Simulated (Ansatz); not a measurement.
## Electronic structure of F4GeH3N in real space

Input file:

```
crystal:
  periodic: [false, false, false]
  atoms:
    - { symbol: Ge, position_ang: [-0.743111, -0.990766, -0.348103] }
    - { symbol: F, position_ang: [0.921364, -1.478423, -0.100268] }
    - { symbol: F, position_ang: [-1.612675, -2.403257, -0.807497] }
    - { symbol: F, position_ang: [-1.451984, -0.395332, 1.108485] }
    - { symbol: F, position_ang: [-0.88335, 0.147065, -1.638359] }
    - { symbol: H, position_ang: [1.563375, 0.541529, 0.426705] }
    - { symbol: "N", position_ang: [1.124156, 1.462382, 0.521393] }
    - { symbol: H, position_ang: [0.374667, 1.398816, 1.218558] }
    - { symbol: H, position_ang: [0.70736, 1.717886, -0.380914] }
basis:
  gaussian: { orbitals: def2-SVP }
hamiltonian:
  xc: pbe
relax:
  f_tol: 0.03
  max_steps: 50
output:
  orbitals: {}
```

Launched as:

```sh
ansatz run input.yaml --threads 2 --pin off --max-ram 3072MiB --backend cpu --events-out ev --progress --plain --runs-dir out
```

The fields are those of the run's last geometry, not of the input's.

Method: RKS PBE/def2-SVP in Ansatz.

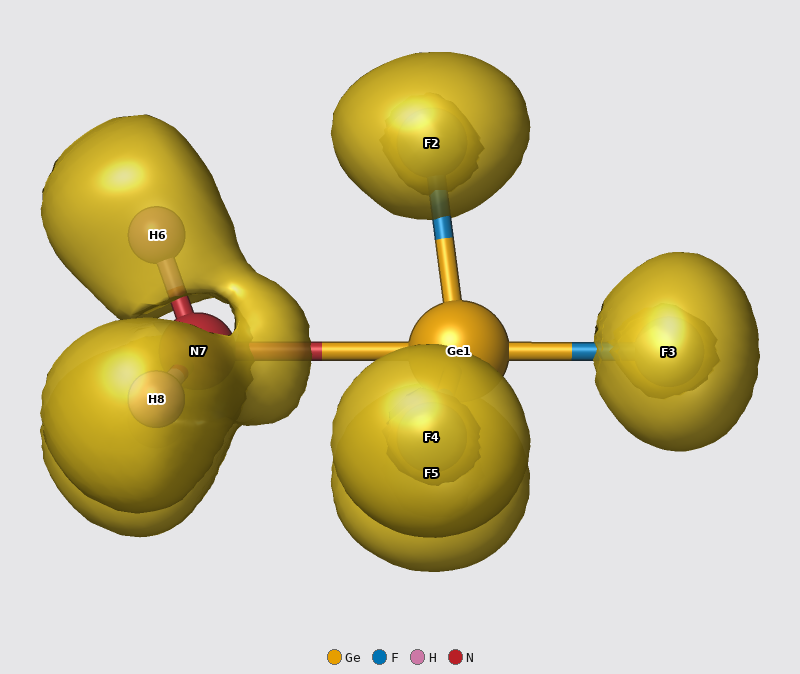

Figure 1. Isosurface of the electron localisation function at 0.75 (yellow), seen from one side. Core shells and regions of very low density are left out.

> What do the ELF domains correspond to?

At this value the surface marks out four regions wrapped around F (the valence shell of each) and one joined region spread over several atoms (H, N), in which their bonds and any lone pairs are merged. Profiles from the grid: Ge–F (1.75 Å): the ELF peaks at about 0.80 in the valence shell of F, 0.5 Å from its nucleus, and is about 0.25 at the midpoint. Ge–N (2.17 Å): the ELF peaks at about 0.95 in the valence shell of N, 0.7 Å from its nucleus, and is about 0.45 at the midpoint.

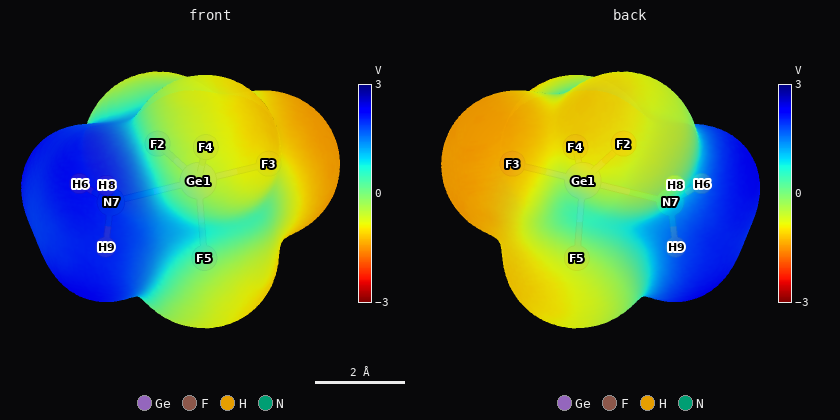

Figure 2. The molecular electrostatic potential painted on the density surface at 0.001 e/bohr³, seen from the front and from behind; red is negative and blue positive.

> Which sites attract a positive test charge, and which a negative one?

A positive charge is drawn to the negative regions and a negative charge to the positive ones. The most negative region (about −1.4 V) lies over F3, the most positive (about +2.3 V) over H6, H8 and H9.

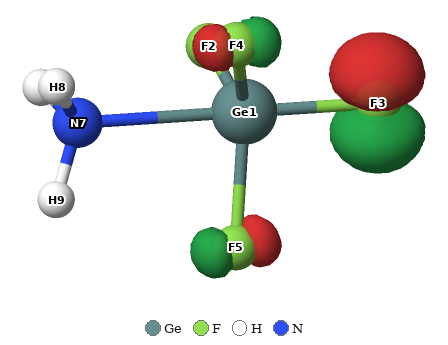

Figure 3. The HOMO at ±0.3 Å⁻³ᐟ² (green and red are the two phases), seen at a tilt.

> What is the character of this orbital?

Its weight (Hirshfeld) is mainly on F3 (about 70 %), F4 (about 10 %) and F5 (about 10 %); largely a lone pair of F3. It is one of a degenerate set, so its orientation is arbitrary. Its energy is −8.18 eV.
